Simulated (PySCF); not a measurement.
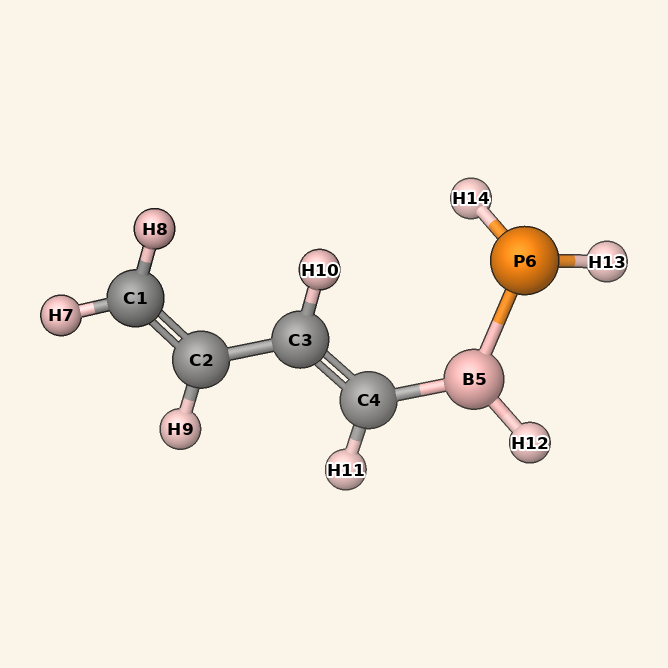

Distant atoms are faded towards the background colour. The computed structure is the end point of a PBE0-D3(BJ)/def2-SVP optimisation. No frequency run is at hand to confirm it as a minimum.

Q: Which atoms or bonds are stereogenic?

A: Double bonds: C3=C4.

Q: Give the R/S and E/Z labels.

A: C3=C4: E.

Q: Give a SMILES with the stereochemistry.

A: C=C/C=C/BP
